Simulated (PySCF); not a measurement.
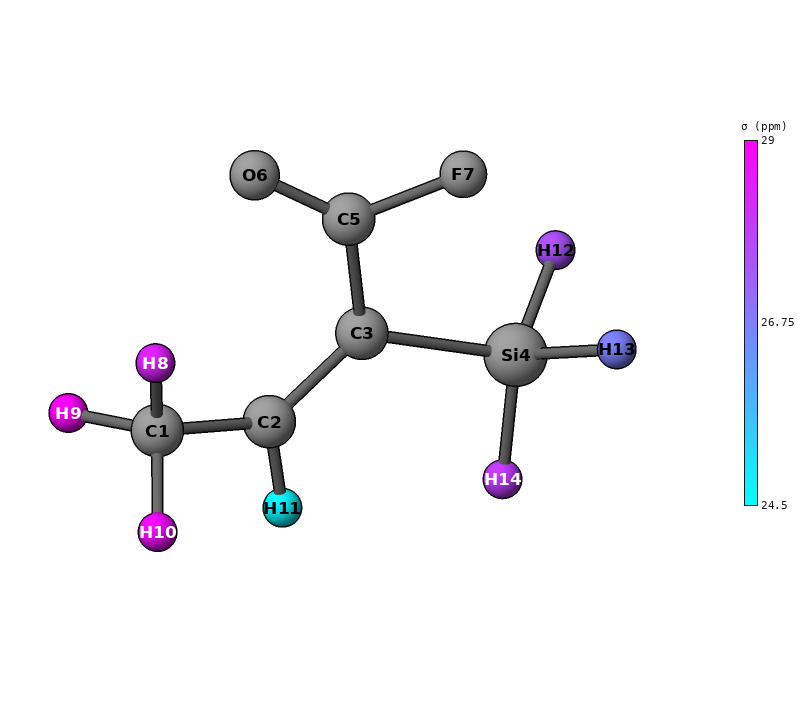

Atoms are coloured by their isotropic NMR shieldings (H only, the others grey). Geometry: a frame of a GFN2-xTB molecular-dynamics simulation, not a minimum. Method: GIAO PBE0/pcSseg-1 NMR shielding, non-relativistic, gas phase (PySCF 2.14.0).

### Which H atom is the most shielded (lowest chemical shift)?

H9 (28.98 ppm).

### Which H atom is the least shielded (highest chemical shift)?

H11 (24.69 ppm).

### How wide is the range of H shifts?

4.29 ppm.

List the isotropic NMR shieldings of the H atoms.

| atom | σ (ppm) |
| --- | --- |
| H8 | 28.41 |
| H9 | 28.98 |
| H10 | 28.81 |
| H11 | 24.69 |
| H12 | 27.56 |
| H13 | 26.73 |
| H14 | 27.92 |
